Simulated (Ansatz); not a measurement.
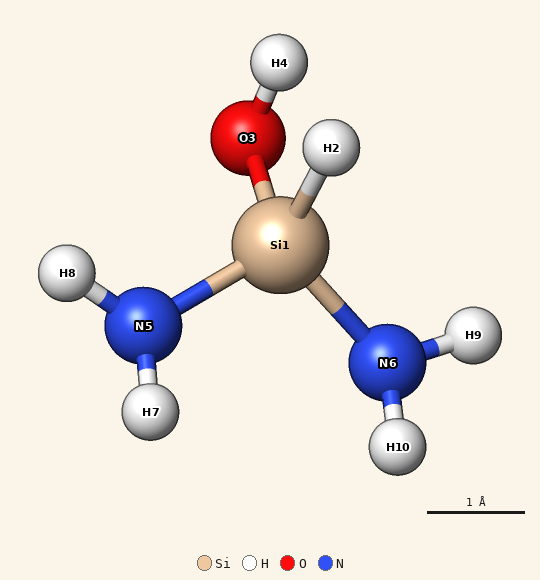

Figure 1. The structure as given in the input (ball-and-stick view, seen at a tilt; atoms are numbered from 1 in the order of the input).

SiN$_{2}$H$_{6}$O: geometry relaxation (part 1 of 2)

The run: geometry relaxation of SiN$_{2}$H$_{6}$O. Method and program: UKS PBE-D4/def2-SVP (Ansatz 0.2.0).

It belongs to a series of runs on one base structure; here: end point A relaxed. Figures and captions count atoms from 1; the log counts them from 0 in places.

### The input
```yaml
crystal:
  periodic: [false, false, false]
  atoms:
    - { symbol: Si, position_ang: [0.04483, -0.05968, -0.303601] }
    - { symbol: H, position_ang: [0.657143, -1.070548, -1.158036] }
    - { symbol: O, position_ang: [-0.472077, 0.884138, -1.599117] }
    - { symbol: H, position_ang: [-0.11659, 0.300059, -2.295159] }
    - { symbol: "N", position_ang: [1.116974, 0.806969, 0.74407] }
    - { symbol: "N", position_ang: [-1.280947, -0.578018, 0.681832] }
    - { symbol: H, position_ang: [1.269633, 0.495454, 1.707147] }
    - { symbol: H, position_ang: [1.971545, 1.212235, 0.352515] }
    - { symbol: H, position_ang: [-2.071596, -1.056525, 0.243196] }
    - { symbol: H, position_ang: [-1.118915, -0.934085, 1.627154] }
magnetization:
  spin_polarized: true
basis:
  gaussian: { orbitals: def2-SVP }
hamiltonian:
  xc: pbe
  dispersion: d4
relax:
  f_tol: 0.03
  max_steps: 50
output:
  orbitals: {}
```

Run on 2 threads of Intel Xeon (Sapphire Rapids), 16 GiB of memory available, shared host.

Launch command:
```bash
ansatz run input.yaml --threads 2 --pin off --max-ram 3072MiB --backend cpu --events-out ev --progress --plain --runs-dir out
```

### Log
```
The last accepted step is kept in [file] (removed where the run ends without a failure and the disk answers)
Engine: ansatz 0.2.0, x86_64-unknown-linux-gnu
Functional definition: PBE
  parameter kappa = 0.804
  parameter beta = 0.06672455060314922
  exchange = pbe_x(kappa = kappa, mu = beta*pi^2/3)
  correlation = pbe_c(beta = beta)
1031 factors; their error is unknown
mean field evaluation 1: about -12971.2829 eV, gradient 6.7e1 eV
mean field evaluation 2: about -12922.0587 eV, gradient 1.2e2 eV
mean field evaluation 4: about -12987.9726 eV, gradient 1.0e1 eV
mean field evaluation 8: about -12988.3590 eV, gradient 2.8e-1 eV
mean field evaluation 16: about -12988.2985 eV, gradient 2.0e-4 eV
mean field -12988.29854264 eV, -477.3111676572 hartree, gradient 3.5e-5 eV, S^2 0.000000; 0 other end points of the search recorded, 0 dependent functions left out
the calculation of the forces begins
reference -12988.29857854 eV, -477.3111689764 hartree; 21, 21 occupied and 69, 69 virtual orbitals, 1031 factors
relax step   1: F+E_penalty+E_count = -12988.47304459 eV  Δ(F+E_penalty+E_count) = +0.000e0 eV  max|allowed force component| = 1.130e0 eV/Å  Δτ_max = 0.0000 Å  (29 SCF iters, accepted)
these checks for a lower state are left out or cut short: starts, cluster_reference, orbital_swaps, neighbouring_geometries, increment
1031 factors; their error is unknown
mean field -12988.42941063 eV, -477.3159769672 hartree, gradient 2.7e-5 eV, S^2 0.000000; 0 other end points of the search recorded, 0 dependent functions left out
the calculation of the forces begins
reference -12988.42944686 eV, -477.3159782984 hartree; 21, 21 occupied and 69, 69 virtual orbitals, 1031 factors
relax step   2: F+E_penalty+E_count = -12988.60524068 eV  Δ(F+E_penalty+E_count) = -1.322e-1 eV  max|allowed force component| = 5.445e-1 eV/Å  Δτ_max = 0.1359 Å  (28 SCF iters, accepted)
these checks for a lower state are left out or cut short: starts, cluster_reference, orbital_swaps, neighbouring_geometries, increment
1031 factors; their error is unknown
mean field evaluation 32: about -12988.4700 eV, gradient 2.2e-5 eV
mean field -12988.47001164 eV, -477.3174690267 hartree, gradient 2.2e-5 eV, S^2 0.000000; 0 other end points of the search recorded, 0 dependent functions left out
the calculation of the forces begins
reference -12988.47004790 eV, -477.3174703592 hartree; 21, 21 occupied and 69, 69 virtual orbitals, 1031 factors
relax step   3: F+E_penalty+E_count = -12988.64686549 eV  Δ(F+E_penalty+E_count) = -4.162e-2 eV  max|allowed force component| = 6.433e-1 eV/Å  Δτ_max = 0.0973 Å  (28 SCF iters, accepted)
these checks for a lower state are left out or cut short: starts, cluster_reference, orbital_swaps, neighbouring_geometries, increment
1031 factors; their error is unknown
mean field -12988.48773133 eV, -477.3181202130 hartree, gradient 1.9e-5 eV, S^2 0.000000; 0 other end points of the search recorded, 0 dependent functions left out
the calculation of the forces begins
reference -12988.48776765 eV, -477.3181215481 hartree; 21, 21 occupied and 69, 69 virtual orbitals, 1031 factors
relax step   4: F+E_penalty+E_count = -12988.66492643 eV  Δ(F+E_penalty+E_count) = -1.806e-2 eV  max|allowed force component| = 4.669e-1 eV/Å  Δτ_max = 0.0689 Å  (28 SCF iters, accepted)
these checks for a lower state are left out or cut short: starts, cluster_reference, orbital_swaps, neighbouring_geometries, increment
1031 factors; their error is unknown
mean field -12988.50424500 eV, -477.3187270793 hartree, gradient 1.4e-5 eV, S^2 0.000000; 0 other end points of the search recorded, 0 dependent functions left out
the calculation of the forces begins
reference -12988.50428110 eV, -477.3187284062 hartree; 21, 21 occupied and 69, 69 virtual orbitals, 1031 factors
relax step   5: F+E_penalty+E_count = -12988.68115091 eV  Δ(F+E_penalty+E_count) = -1.622e-2 eV  max|allowed force component| = 6.857e-1 eV/Å  Δτ_max = 0.2000 Å  (29 SCF iters, accepted)
these checks for a lower state are left out or cut short: starts, cluster_reference, orbital_swaps, neighbouring_geometries, increment
1031 factors; their error is unknown
mean field -12988.51310083 eV, -477.3190525252 hartree, gradient 1.1e-5 eV, S^2 0.000000; 0 other end points of the search recorded, 0 dependent functions left out
the calculation of the forces begins
reference -12988.51313703 eV, -477.3190538553 hartree; 21, 21 occupied and 69, 69 virtual orbitals, 1031 factors
relax step   6: F+E_penalty+E_count = -12988.69021959 eV  Δ(F+E_penalty+E_count) = -9.069e-3 eV  max|allowed force component| = 1.440e0 eV/Å  Δτ_max = 0.1966 Å  (29 SCF iters, accepted)
these checks for a lower state are left out or cut short: starts, cluster_reference, orbital_swaps, neighbouring_geometries, increment
1031 factors; their error is unknown
mean field -12988.61771801 eV, -477.3228971357 hartree, gradient 1.7e-5 eV, S^2 0.000000; 0 other end points of the search recorded, 0 dependent functions left out
the calculation of the forces begins
reference -12988.61775444 eV, -477.3228984742 hartree; 21, 21 occupied and 69, 69 virtual orbitals, 1031 factors
relax step   7: F+E_penalty+E_count = -12988.79505003 eV  Δ(F+E_penalty+E_count) = -1.048e-1 eV  max|allowed force component| = 6.888e-1 eV/Å  Δτ_max = 0.2000 Å  (33 SCF iters, accepted)
these checks for a lower state are left out or cut short: starts, cluster_reference, orbital_swaps, neighbouring_geometries, increment
1031 factors; their error is unknown
mean field evaluation 64: about -12988.6281 eV, gradient 2.8e-1 eV
mean field -12988.62894396 eV, -477.3233096818 hartree, gradient 1.2e-5 eV, S^2 0.000000; 0 other end points of the search recorded, 0 dependent functions left out
the calculation of the forces begins
reference -12988.62898033 eV, -477.3233110184 hartree; 21, 21 occupied and 69, 69 virtual orbitals, 1031 factors
relax step   8: F+E_penalty+E_count = -12988.80597324 eV  Δ(F+E_penalty+E_count) = -1.092e-2 eV  max|allowed force component| = 4.532e-1 eV/Å  Δτ_max = 0.2000 Å  (29 SCF iters, accepted)
these checks for a lower state are left out or cut short: starts, cluster_reference, orbital_swaps, neighbouring_geometries, increment
1031 factors; their error is unknown
mean field -12988.67323328 eV, -477.3249372842 hartree, gradient 1.2e-5 eV, S^2 0.000000; 0 other end points of the search recorded, 0 dependent functions left out
the calculation of the forces begins
reference -12988.67326957 eV, -477.3249386179 hartree; 21, 21 occupied and 69, 69 virtual orbitals, 1031 factors
relax step   9: F+E_penalty+E_count = -12988.85040884 eV  Δ(F+E_penalty+E_count) = -4.444e-2 eV  max|allowed force component| = 1.777e-1 eV/Å  Δτ_max = 0.2000 Å  (29 SCF iters, accepted)
these checks for a lower state are left out or cut short: starts, cluster_reference, orbital_swaps, neighbouring_geometries, increment
1031 factors; their error is unknown
mean field -12988.67486712 eV, -477.3249973268 hartree, gradient 1.6e-5 eV, S^2 0.000000; 0 other end points of the search recorded, 0 dependent functions left out
the calculation of the forces begins
reference -12988.67490320 eV, -477.3249986524 hartree; 21, 21 occupied and 69, 69 virtual orbitals, 1031 factors
relax step  10: F+E_penalty+E_count = -12988.85159339 eV  Δ(F+E_penalty+E_count) = -1.185e-3 eV  max|allowed force component| = 1.184e-1 eV/Å  Δτ_max = 0.1732 Å  (28 SCF iters, accepted)
these checks for a lower state are left out or cut short: starts, cluster_reference, orbital_swaps, neighbouring_geometries, increment
1031 factors; their error is unknown
mean field -12988.67978834 eV, -477.3251781782 hartree, gradient 2.7e-5 eV, S^2 0.000000; 0 other end points of the search recorded, 0 dependent functions left out
the calculation of the forces begins
reference -12988.67982449 eV, -477.3251795066 hartree; 21, 21 occupied and 69, 69 virtual orbitals, 1031 factors
relax step  11: F+E_penalty+E_count = -12988.85681057 eV  Δ(F+E_penalty+E_count) = -5.217e-3 eV  max|allowed force component| = 6.829e-2 eV/Å  Δτ_max = 0.1402 Å  (27 SCF iters, accepted)
these checks for a lower state are left out or cut short: starts, cluster_reference, orbital_swaps, neighbouring_geometries, increment
1031 factors; their error is unknown
mean field evaluation 96: about -12988.6823 eV, gradient 1.7e-5 eV
mean field -12988.68231679 eV, -477.3252710968 hartree, gradient 1.7e-5 eV, S^2 0.000000; 0 other end points of the search recorded, 0 dependent functions left out
the calculation of the forces begins
reference -12988.68235291 eV, -477.3252724244 hartree; 21, 21 occupied and 69, 69 virtual orbitals, 1031 factors
relax step  12: F+E_penalty+E_count = -12988.85933101 eV  Δ(F+E_penalty+E_count) = -2.520e-3 eV  max|allowed force component| = 1.325e-2 eV/Å  Δτ_max = 0.0740 Å  (27 SCF iters, accepted)
```

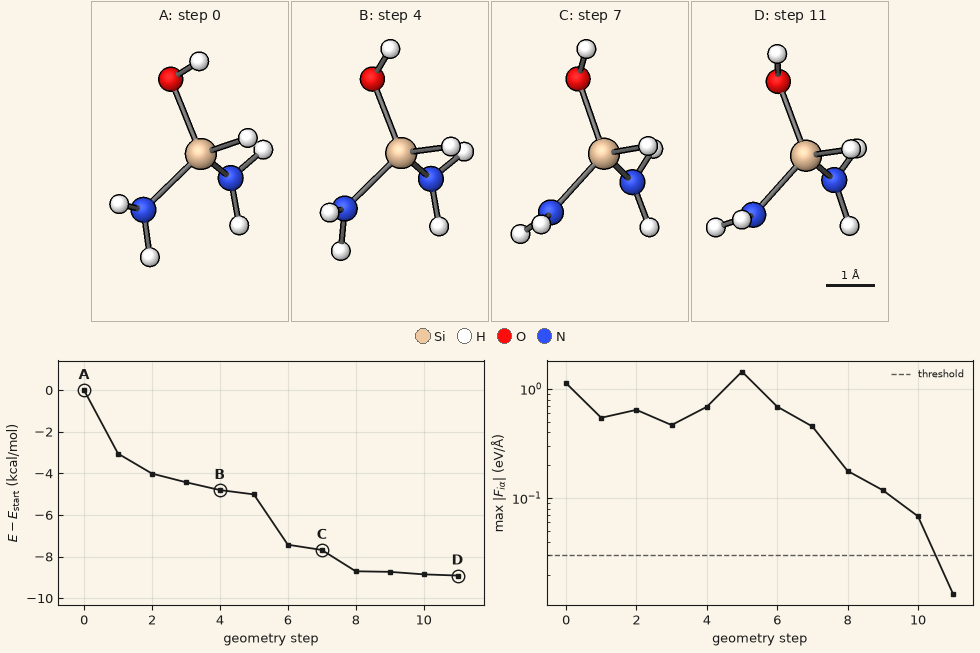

Figure 2. Frames of the relaxation (ball-and-stick view, seen at a tilt) above the curves, on which the letters mark them (the first geometry is step 0 here and step 1 in the log).

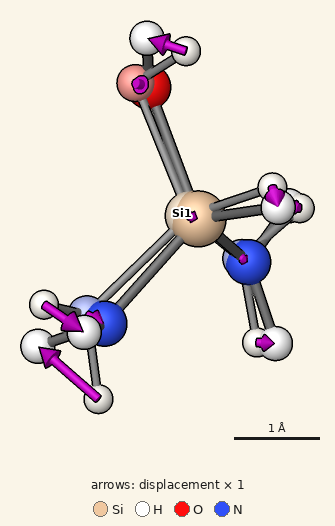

Figure 3. Start (faint) and end (solid) with the displacements as pink arrows, at true length (ball-and-stick view, seen at a tilt). The two geometries are laid on each other by the best rigid fit. Over 11 geometry steps the energy falls by 8.91 kcal/mol. The largest force component goes from 1.1 to 0.013 eV/Å. H7 moves most after the best rigid fit: 0.99 Å. Largest moves by element: H 0.99 Å, O 0.28 Å, N 0.26 Å, Si 0.12 Å. Distances before and after: Si1–H2 1.458 → 1.514 Å, Si1–N6 1.731 → 1.725 Å, Si1–O3 1.684 → 1.690 Å. Among the angles that change: Si1–O3–H4 95.8° → 112.9°, H2–Si1–O3 93.8° → 106.6°, H2–Si1–N5 116.2° → 103.4°. (Atoms are counted from 1 in the order of the input.)

```
1031 factors; their error is unknown
mean field -12988.68231679 eV, -477.3252710968 hartree, gradient 1.7e-5 eV, S^2 0.000000; 1 other end points of the search recorded, 0 dependent functions left out
the calculation of the forces begins
reference -12988.68235291 eV, -477.3252724244 hartree; 21, 21 occupied and 69, 69 virtual orbitals, 1031 factors
Total energy: -12988.85936714 eV, -477.3317775772 hartree
Atom 0 at     0.081436    -0.175628    -0.306042 Å, force     0.006829     0.011636    -0.010306 eV/Å
Atom 1 at     0.924453    -1.189947    -1.049286 Å, force     0.002563     0.000901     0.013250 eV/Å
Atom 2 at    -0.709680     0.748389    -1.478623 Å, force    -0.001956     0.001410     0.007093 eV/Å
Atom 3 at    -0.214313     0.805513    -2.313448 Å, force    -0.003849    -0.004566     0.003573 eV/Å
Atom 4 at     1.214044     0.583948     0.761478 Å, force    -0.003568    -0.012797    -0.004547 eV/Å
Atom 5 at    -1.228007    -0.687054     0.693582 Å, force     0.005379     0.003498     0.005268 eV/Å
Atom 6 at     0.912584     1.354560     1.362861 Å, force    -0.000962    -0.002724    -0.002620 eV/Å
Atom 7 at     2.192283     0.686609     0.484705 Å, force    -0.005948    -0.000157     0.000797 eV/Å
Atom 8 at    -2.124460    -0.943004     0.277844 Å, force    -0.000223    -0.001872    -0.000375 eV/Å
Atom 9 at    -1.048341    -1.183388     1.566931 Å, force     0.001735     0.004671    -0.012133 eV/Å
Dipole moment:     0.183712    -0.009215     0.018023 e Å
```
